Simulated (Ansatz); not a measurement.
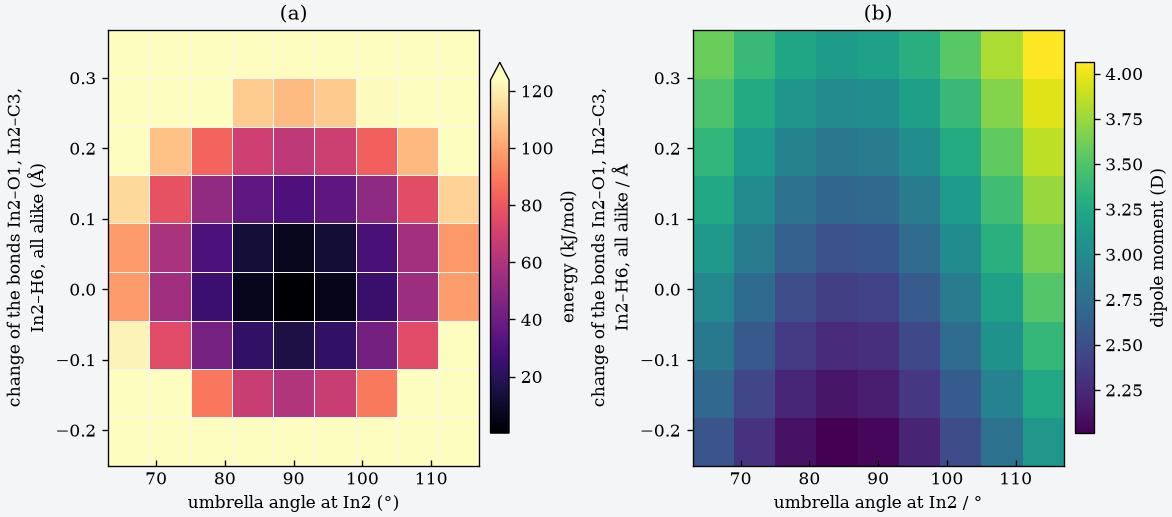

CH₇InOSi, SMILES [OH][InH][CH2][SiH3]. Coordinates scanned: (1) umbrella angle at In2 (between each of its bonds and their common axis; 90 is planar); (2) change of the bonds In2–O1, In2–C3, In2–H6, all alike. Nothing is relaxed (all other coordinates rigid). Grid: 9 × 9 points. Points are written as (first, second). Energies are in kJ/mol, from the relaxed molecule at the same level. Theory: Ansatz, RKS PBE0-D4/def2-SVP.

Panel (a) is the energy; panel (b) is the computed dipole moment, in D.

In the figure: one coloured cell a grid point, one colour for all values above the top of the scale.

> How does the dipole moment vary over the map, and what is it at the lowest grid point?

Leaving out the highest fifth of the energies, it runs from 2.01 D at (84°, −0.216 Å) to 3.86 D at (114°, 0.196 Å). At the lowest grid point, (90°, −0.010 Å), it is 2.42 D.

```csv
"second ↓, first →",66,72,78,84,90,96,102,108,114
0.334,3.59,3.39,3.23,3.14,3.17,3.31,3.53,3.80,4.06
0.265,3.48,3.26,3.08,2.99,3.01,3.16,3.40,3.68,3.96
0.196,3.36,3.13,2.93,2.83,2.86,3.01,3.26,3.56,3.86
0.128,3.24,2.99,2.79,2.68,2.71,2.87,3.13,3.44,3.75
0.059,3.11,2.86,2.64,2.53,2.56,2.73,2.99,3.31,3.63
−0.010,2.98,2.72,2.50,2.39,2.42,2.59,2.86,3.18,3.51
−0.079,2.84,2.58,2.36,2.25,2.29,2.46,2.73,3.05,3.38
−0.147,2.70,2.44,2.23,2.13,2.17,2.34,2.60,2.92,3.24
−0.216,2.55,2.30,2.11,2.01,2.05,2.22,2.48,2.79,3.09
```
